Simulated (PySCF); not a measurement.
# CH6BSb (SMILES C[BH][SbH2]): levels of theory compared

We compute a comparison of 3 runs (HF/3-21G, PBE0/def2-SVP, CCSD(T)/def2-SVP) of CH6BSb. 

Program for the calculation: PySCF 2.14.0.

## (1) The molecule

CH6BSb has 9 atoms, charge 0, and is taken as a singlet. As SMILES, `C[BH][SbH2]`. The coordinates come from a PBE0-D4/def2-TZVP relaxation. This is one conformer, not always the lowest.

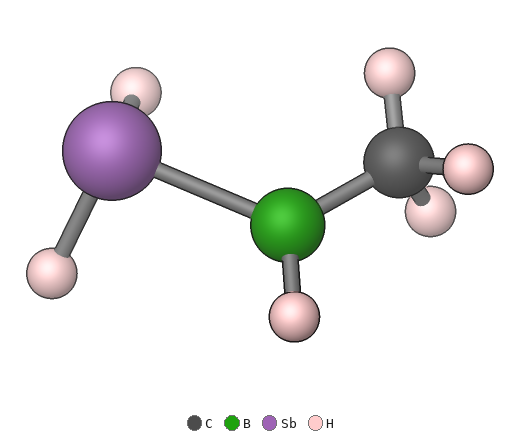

Viewed from a chosen angle; carbon dark grey, boron green, antimony purple, hydrogen pink.

## (2) Energy and forces at HF/3-21G (run 1)

mol.xyz

```xyz
9

C     -0.696500     0.976700    -0.600500
B      0.386200    -0.132200    -0.547000
Sb     1.415200    -0.767000     1.323700
H     -1.637800     0.449300    -0.824500
H     -0.551700     1.662600    -1.441500
H     -0.856700     1.545300     0.316400
H      0.752700    -0.653500    -1.562200
H      1.258000    -2.435000     1.019200
H      0.019000    -0.692400     2.299200
```

input.py

```python
import pyscf.grad
from pyscf import gto

molecule = gto.M(
    atom='mol.xyz',
    max_memory=1860,
    verbose=4,
    basis='3-21g',
    spin=0,
)

calc0 = molecule.RHF()
calc0.conv_tol = 1e-10
calc0.kernel()
if not calc0.converged:
    calc0 = calc0.newton().run(calc0.mo_coeff, calc0.mo_occ)

e_final = calc0.e_tot
print('E = %.10f Eh' % e_final)
grad = calc0.Gradients().kernel()
calc0.analyze()
```

Run with:

```console
$ OMP_NUM_THREADS=1 python input.py
```

The program printed:

```text
PySCF version 2.14.0

[... 81 lines left out ...]
One-electron Energy =                -9157.583123656579119
[... 9 lines left out ...]
MO #5   energy= -152.761487073108  occ= 2
[... 7 lines left out ...]
MO #13  energy= -20.6653014645772  occ= 2
[... 7 lines left out ...]
MO #21  energy= -1.71218756204185  occ= 2
[... 7 lines left out ...]
MO #29  energy= -0.56793248410964  occ= 2
[... 7 lines left out ...]
MO #37  energy= 0.150197585755933  occ= 0
[... 7 lines left out ...]
MO #45  energy= 0.460322032017722  occ= 0
[... 7 lines left out ...]
MO #53  energy= 1.12214008125554   occ= 0
[... 7 lines left out ...]
MO #61  energy= 2.10381654107432   occ= 0
[... 73 lines left out ...]
Dipole moment(X, Y, Z, Debye): -0.92782,  0.47923, -0.81028
```

Wall time 3.6 s (1 thread of Intel Xeon at 2.70GHz, shared host); peak memory 0.13 GiB.

## (3) Energy and gradient at PBE0/def2-SVP (core potential) (run 2)

calc.py

```python
# C[BH][SbH2]
from pyscf import gto, dft

mol = gto.M(
    atom='''
C       -0.696500       0.976700      -0.600500
B        0.386200      -0.132200      -0.547000
Sb       1.415200      -0.767000       1.323700
H       -1.637800       0.449300      -0.824500
H       -0.551700       1.662600      -1.441500
H       -0.856700       1.545300       0.316400
H        0.752700      -0.653500      -1.562200
H        1.258000      -2.435000       1.019200
H        0.019000      -0.692400       2.299200
''',
    verbose=3,
    ecp={'Sb': 'def2-svp'},
    basis='def2-svp',
    max_memory=1860,
)

mf = dft.RKS(mol)
mf.xc = 'pbe0'
mf.conv_tol = 1e-10
mf.grids.level = 5
mf.kernel()
if not mf.converged:
    mf = mf.newton().run(mf.mo_coeff, mf.mo_occ)

energy = mf.e_tot
print('E(%s) = %.9f' % ('PBE0', energy))
grad = mf.nuc_grad_method().kernel()
mf.analyze()
```

Run with:

```console
$ OMP_NUM_THREADS=1 python calc.py
```

The program printed:

```text
converged SCF energy = -306.646215928259
[... 13 lines left out ...]
MO #4   energy= -3.96412409166893  occ= 2
[... 9 lines left out ...]
MO #14  energy= -0.474515970800555 occ= 2
[... 9 lines left out ...]
MO #24  energy= 0.0710447591124161 occ= 0
[... 9 lines left out ...]
MO #34  energy= 0.332262428285881  occ= 0
[... 9 lines left out ...]
MO #44  energy= 0.612276047500025  occ= 0
[... 9 lines left out ...]
MO #54  energy= 1.06894477951113   occ= 0
[... 9 lines left out ...]
MO #64  energy= 1.63426736815237   occ= 0
[... 9 lines left out ...]
MO #74  energy= 2.36029081747427   occ= 0
[... 9 lines left out ...]
MO #84  energy= 54.6400533360913   occ= 0
[... 10 lines left out ...]
Dipole moment(X, Y, Z, Debye): -0.83614,  0.64343, -0.65320
```

It took 38 s on 1 thread of Intel Xeon at 2.70GHz, shared host; peak memory 0.82 GiB.

## (4) A single-point energy at CCSD(T)/def2-SVP (core potential) (run 3)

input.py

```python
# C[BH][SbH2]
from pyscf import gto, cc

system = gto.Mole()
system.atom = '''
C   -0.696500   0.976700  -0.600500
B    0.386200  -0.132200  -0.547000
Sb   1.415200  -0.767000   1.323700
H   -1.637800   0.449300  -0.824500
H   -0.551700   1.662600  -1.441500
H   -0.856700   1.545300   0.316400
H    0.752700  -0.653500  -1.562200
H    1.258000  -2.435000   1.019200
H    0.019000  -0.692400   2.299200
'''
system.ecp = {'Sb': 'def2-svp'}
system.charge = 0
system.spin = 0
system.basis = 'def2-svp'
system.verbose = 4
system.max_memory = 1860
system.build()

calc0 = system.RHF()
calc0.conv_tol = 1e-10
calc0.kernel()
if not calc0.converged:
    calc0 = calc0.newton().run(calc0.mo_coeff, calc0.mo_occ)

mycc = cc.CCSD(calc0, frozen=6)
mycc.kernel()
e_t = mycc.ccsd_t()
etot = mycc.e_tot + e_t
print('E = %.10f Eh' % etot)
dip = calc0.dip_moment()
pop, q = calc0.mulliken_pop()
```

Run with:

```console
$ OMP_NUM_THREADS=1 python input.py
```

The program printed:

```text
PySCF version 2.14.0

[... 67 lines left out ...]
converged SCF energy = -305.220961244117
[... 12 lines left out ...]
Init t2, MP2 energy = -305.574084130797  E_corr(MP2) -0.35312288668051
[... 14 lines left out ...]
CCSD converged
[... 3 lines left out ...]
Dipole moment(X, Y, Z, Debye): -0.77753,  0.67081, -0.88556
[... 94 lines left out ...]
charge of    8H =     -0.10969
```

Wall time 41 s (1 thread of Intel Xeon at 2.70GHz, shared host); peak memory 0.44 GiB.

## (5) Overview of the runs

```csv
run,level,core potential,integration grid,energy (Eh),dipole moment (D) of the reference,HOMO energy (eV),LUMO energy (eV),wall time
1,HF/3-21G,–,–,-6351.307342,1.32,-8.79,2.14,3.6 s
2,PBE0/def2-SVP (core potential),def2-svp,5,-306.646216,1.24,-6.74,-1.53,38 s
3,CCSD(T)/def2-SVP (core potential),def2-svp,–,-305.636118,1.36,-8.91,2.01,41 s
```

## (6) What came out

| quantity | value |
| --- | --- |
| run 3: total energy | -305.63612 Eh |
| run 3: dipole moment (Hartree–Fock density) | 1.36 D |
| run 3: HOMO energy (Hartree–Fock orbitals) | -8.91 eV |
| run 3: LUMO energy (Hartree–Fock orbitals) | 2.01 eV |
| run 3: HOMO–LUMO gap (Hartree–Fock orbitals) | 10.93 eV |
| run 3: correlation energy (6 core orbitals frozen) | -415.2 mEh |
| run 3: (T) correction | -11.82 mEh |
| run 3: T1 diagnostic | 0.012 |

In words: Some runs of one species differ in core potentials or relativity; totals across that change don't compare. In run 1 relativity is left out where basis or elements ask for it. All runs together took 83 s, the longest 41 s.
